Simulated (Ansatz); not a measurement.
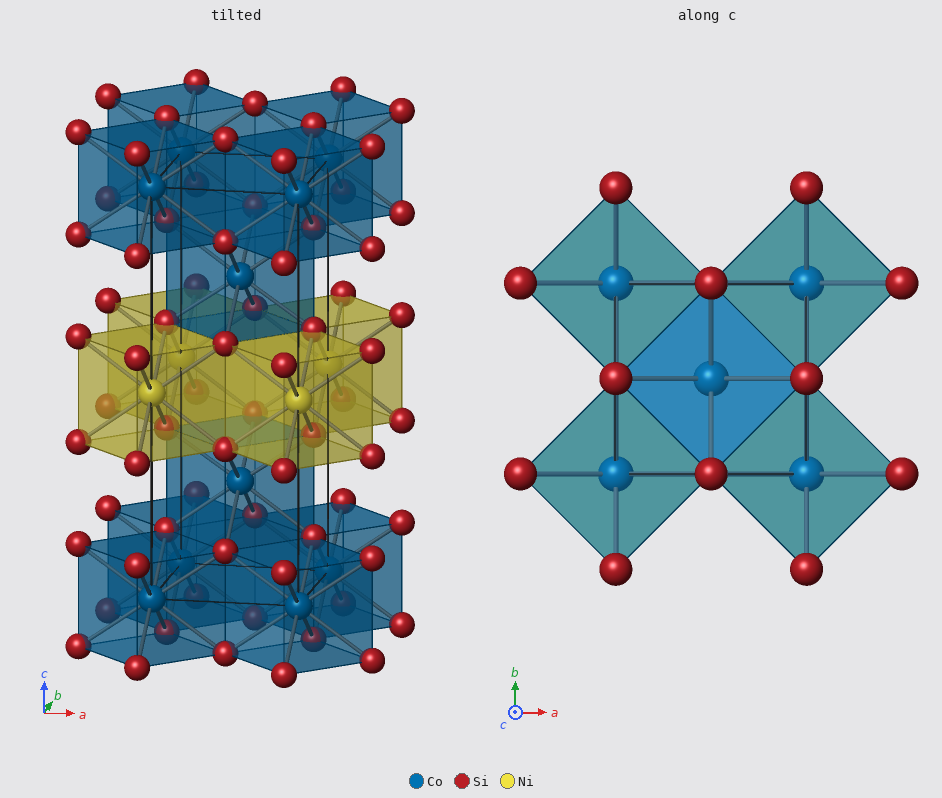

We look at a polyhedral model of the crystal slightly off an axis and along the c axis. Thin lines show the conventional unit cell, with boundary atoms drawn in all their periodic places. Some neighbours outside the box are added.

Co₃Si₈Ni, space group P4/mmm (No. 123), a = 3.795 Å, b = 3.795 Å, c = 10.757 Å, α = 90.00°, β = 90.00°, γ = 90.00°. The model was built from a structure type filled with these elements by a generator (whether the compound takes this form wasn't checked). Earlier steps of the study, as a rule a relaxation of our own, may have changed the cell and positions, so they can lie some per cent off the listed ones. Ansatz was used for an electronic-structure calculation on it.

This one geometry was computed with Ansatz (DFT, plane waves, PAW) at three levels of theory: PBE, PBEsol and r2SCAN.

Question: Which level gives the highest pressure at this volume, and what does that say about its equilibrium volume?

Answer: Highest: PBE (0.0 GPa), which points to the largest equilibrium volume. Lowest, with the smallest volume: PBEsol (-4.8 GPa) and r2SCAN (-4.8 GPa). Levels within 0.5 GPa of each other can't be told apart.

Question: How does the band gap change with the level of theory?

Answer: All levels give a metal.

Question: Collect the results in a table.

Answer:
| level | cutoff (eV) | k-mesh of the run's cell | gap (eV) | pressure (GPa) |
| --- | --- | --- | --- | --- |
| PBE | 420 | 10×10×4 | metal | 0.0 |
| PBEsol | 420 | 10×10×4 | metal | -4.8 |
| r2SCAN | 500 | 10×10×4 | metal | -4.8 |

Gaps are taken on the k-mesh or band path of each run.
